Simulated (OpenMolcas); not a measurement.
## Single-point calculation of BCl2F (charge +1) (part 1 of 2)

BCl2F, charge +1, multiplicity 2, computed with revPBE/6-311+G**, UKS (OpenMolcas 26.06).

The geometry is that of the parent species in another charge or spin state. The geometry comes from this level: PBE0-D4/def2-TZVP.

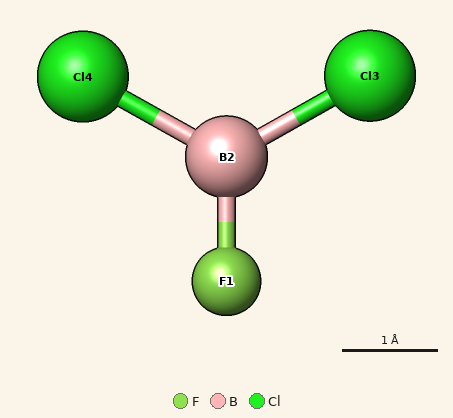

Figure 1. The structure as given in the input (ball-and-stick view, seen on its broad side; atoms are numbered from 1 in the order of the input).

Key numbers:

| quantity | value |
| --- | --- |
| outcome | converged |
| total energy | −1044.661044 hartree |
| basis functions | 104 |
| ⟨S²⟩ | 0.752 |
| hardware | 1 thread of Intel Xeon @ 2.50GHz (Skylake/Cascade Lake), 12 GiB of memory available, shared host |
| wall time | 58 s |
| peak memory | 0.59 GiB |

Input file:
```
>>> EXPORT MOLCAS_PRINT=2

&GATEWAY
 BasLib=$CurrDir
 Coord
 4
 bohr
 F      0.21612798    -2.20213565    -1.47623515
 B      0.01494773    -0.15233082    -0.10212080
 Cl    -2.92820622     0.70634183     1.07982730
 Cl     2.69713051     1.64810574     0.49852865
 Basis=6-311pGss
 Group=NoSym

&SEWARD
 GridInput
 Grid=UltraFine
 End of Grid

&SCF
 UHF
 Charge=1
 Spin=2
 KSDFT=revPBE
 Thresholds=1e-10 1e-07 1e-07 1e-05
 PrOrbitals=1 1
```

Run as:
```bash
export MOLCAS_MEM=1860
pymolcas mol.inp > mol.log
```

Output:
```
--- Start Module: gateway ---

                                              &GATEWAY

                       available to each process: 1.9 GB of memory, 1 thread

 Basis Set     1 Label: F.6-311PGSS
 Basis set is read from library:.
 basistype.tbl is not found

 Basis Set     2 Label: B.6-311PGSS
 Basis set is read from library:.
 basistype.tbl is not found

 Basis Set     3 Label: CL.6-311PGSS
 Basis set is read from library:.
 basistype.tbl is not found

++    Symmetry information:
      ---------------------

                    Character Table for C1

                             E
                    a        1  x, y, xy, Rz, z, xz, Ry, yz, Rx, I
--

++    Basis set information:
      ----------------------

      Basis set label: F.6-311PGSS.........

      Electronic valence basis set:
      ------------------
      Associated Effective Charge   9.000000 au
      Associated Actual Charge      9.000000 au
      Nuclear Model: Point charge

      Shell  nPrim  nBasis  Cartesian Spherical Contaminant
         s      12       5        X
         p       6       4        X
         d       1       1                 X

      Basis set label: B.6-311PGSS.........

      Electronic valence basis set:
      ------------------
      Associated Effective Charge   5.000000 au
      Associated Actual Charge      5.000000 au
      Nuclear Model: Point charge

      Shell  nPrim  nBasis  Cartesian Spherical Contaminant
         s      12       5        X
         p       6       4        X
         d       1       1                 X

      Basis set label: CL.6-311PGSS.........

      Electronic valence basis set:
      ------------------
      Associated Effective Charge  17.000000 au
      Associated Actual Charge     17.000000 au
      Nuclear Model: Point charge

      Shell  nPrim  nBasis  Cartesian Spherical Contaminant
         s      13       7        X
         p      10       6        X
         d       1       1                 X
--

++    Molecular structure info:
      -------------------------

                    ************************************************
                    **** Cartesian Coordinates / bohr, angstrom ****
                    ************************************************

     Center  Label                x              y              z                     x              y              z
        1      F1               0.216128      -2.202136      -1.476235              0.114370      -1.165320      -0.781190
        2      B2               0.014948      -0.152331      -0.102121              0.007910      -0.080610      -0.054040
        3      CL3             -2.928206       0.706342       1.079827             -1.549540       0.373780       0.571420
        4      CL4              2.697131       1.648106       0.498529              1.427260       0.872140       0.263810

                    ***************************************
                    *    InterNuclear Distances / bohr    *
                    ***************************************

               1 F1            2 B2            3 CL3           4 CL4
    1 F1       0.000000
    2 B2       2.475957        0.000000
    3 CL3      4.987939        3.285799        0.000000
    4 CL4      4.987928        3.285796        5.733170        0.000000

                    *******************************************
                    *    InterNuclear Distances / angstrom    *
                    *******************************************

               1 F1            2 B2            3 CL3           4 CL4
    1 F1       0.000000
    2 B2       1.310220        0.000000
    3 CL3      2.639504        1.738770        0.000000
    4 CL4      2.639498        1.738768        3.033863        0.000000
--

            Nuclear Potential Energy            181.66907284 au

--- Stop Module: gateway /rc=_RC_ALL_IS_WELL_ ---

--- Start Module: seward ---

                                              &SEWARD

                       available to each process: 1.9 GB of memory, 1 thread

               SEWARD will generate:
                  Multipole Moment integrals up to order  2
                  Kinetic Energy integrals
                  Nuclear Attraction integrals (point charge)
                  One-Electron Hamiltonian integrals
                  Velocity integrals
                  Orbital angular momentum around ( -0.0381   0.3884   0.2604 )
                  Velocity quadrupole around ( -0.0381   0.3884   0.2604 )
                  Two-Electron Repulsion integrals

                   Integrals are discarded if absolute value <: 1.00E-14
                   Integral cutoff threshold is set to       <: 1.00E-16

            Nuclear Potential Energy            181.66907284 au

      Basis set specifications :
      Symmetry species         a
      Basis functions          104

--- Stop Module: seward /rc=_RC_ALL_IS_WELL_ ---
--- Module seward spent 5 seconds ---

--- Start Module: scf ---

                                                &SCF

                       available to each process: 1.9 GB of memory, 1 thread

++    Input section:
      --------------

      Header of the integral files:

      Cartesian coordinates in angstrom:
      -----------------------------------------------------
      No.  Label        X            Y            Z
      -----------------------------------------------------
       1   F1         0.11437000  -1.16532000  -0.78119000
       2   B2         0.00791000  -0.08061000  -0.05404000
       3   CL3       -1.54954000   0.37378000   0.57142000
       4   CL4        1.42726000   0.87214000   0.26381000
      -----------------------------------------------------
      Nuclear repulsion energy =  181.66907284
--

++    Orbital specifications:
      -----------------------

      Symmetry species               1
                                     a
      Frozen orbitals                0
      Start temperature = 0.500
      End temperature   = 0.010
      Temperature Factor= 0.460
      Deleted orbitals               0
      Total number of orbitals     104
      Number of basis functions    104
--

      Molecular charge                           1.000

      Numerical integration parameters
      --------------------------------
      Radial quadrature type:                         MHL
      Size of radial grid:                            99
      Lebedev angular grid:                           41
      Angular grid pruned with the crowding factor:  1.00E+10
                                 and fading factor:  1.00E+01
      Screening threshold for integral computation:   1.00E-11
      Radial quadrature accuracy:                     1.00E-25
      Maximum batch size:                             128
      AO values are stored on disk
      The same grid will be used for all iterations.

      DFT functional specifications
      -----------------------------
      Using Libxc version: 6.2.2
      Please cite the following reference:
      S. Lehtola, C. Steigemann, M. J.T. Oliveira, and M. A.L. Marques.,  SoftwareX 7, 1–5 (2018) doi:10.1016/j.softx.2017.11.002

      * Revised PBE from Zhang & Yang
        - Y. Zhang and W. Yang.,  Phys. Rev. Lett. 80, 890 (1998) doi:10.1103/PhysRevLett.80.890
      * Perdew, Burke & Ernzerhof
        - J. P. Perdew, K. Burke, and M. Ernzerhof.,  Phys. Rev. Lett. 77, 3865 (1996) doi:10.1103/PhysRevLett.77.3865
        - J. P. Perdew, K. Burke, and M. Ernzerhof.,  Phys. Rev. Lett. 78, 1396 (1997) doi:10.1103/PhysRevLett.78.1396

++    Optimization specifications:
      ----------------------------

      SCF Algorithm: Conventional USCF
      D(i)-D(i-1) density differences are used
      Number of density matrices in core                 5
      Maximum number of NDDO SCF iterations            400
      Maximum number of HF SCF iterations              400
      Threshold for SCF energy change             1.00E-10
      Threshold for density matrix                1.00E-07
      Threshold for Fock matrix                   1.00E-07
      Threshold for linear dependence             1.00E-09
      Threshold at which DIIS is turned on        1.50E-01
      Maximum depth in the DIIS procedure                5
      Maximum depth in the BFGS Hessian update          30
      Threshold at which QNR/C2DIIS is turned on  7.50E-02
      Threshold for Norm(delta) (QNR/C2DIIS)      1.00E-05
      All orbitals punched on: UHFORB
--

      Input vectors read from INPORB
      Orbital file label: *Guess orbitals

++ Convergence information
                               UHF REVPBE     iterations: Energy and convergence statistics

Iter     Tot. REVPBE     One-elec.       Two-elec.     Energy      Max Dij or  Max Fij      DNorm      TNorm      AccCon     Time
         Energy          Energy          Energy        Change      Delta Norm                                                in Sec.

 The total and one-electron energies are shifted by a value of      1000. a.u.

   1   -41.636971141  -854.000497654   630.694453675   0.00E+00    1.41E-01*   2.45E+01*    1.24E+01   2.93E+02   None         3.
   2   -39.748202700  -829.744633154   608.327357616   1.89E+00*   1.41E-01*   2.91E-13     9.04E+01   2.87E+02   EDIIS        2.
   3   -43.377120420  -861.861776791   636.815583534  -3.63E+00*   6.83E-01*   5.16E-01*    1.11E+01   2.94E+02   EDIIS        2.
   4   -41.056468265  -858.689275672   635.963734570   2.32E+00*   2.68E-01*   1.84E-01*    1.08E+01   2.95E+02   EDIIS        2.
   5   -44.610872011  -860.897361523   634.617416675  -3.55E+00*   2.40E-01*   5.88E-02*    8.96E+00   2.94E+02   EDIIS        2.
   6   -44.539846941  -863.560056251   637.351136472   7.10E-02*   4.97E-02*   3.89E-02*    1.50E+00   2.94E+02   EDIIS        2.
   7   -44.655832408  -862.136146624   635.811241378  -1.16E-01*   1.42E-01*   1.52E-02*    7.80E-01   2.94E+02   EDIIS        2.
   8   -44.650205250  -861.510836290   635.191558203   5.63E-03*   7.76E-02*   1.21E-02*    5.42E-01   2.94E+02   EDIIS        2.

       Fermi aufbau procedure completed!
      nOcc(alpha)=   24
      nOcc(beta) =   23
```
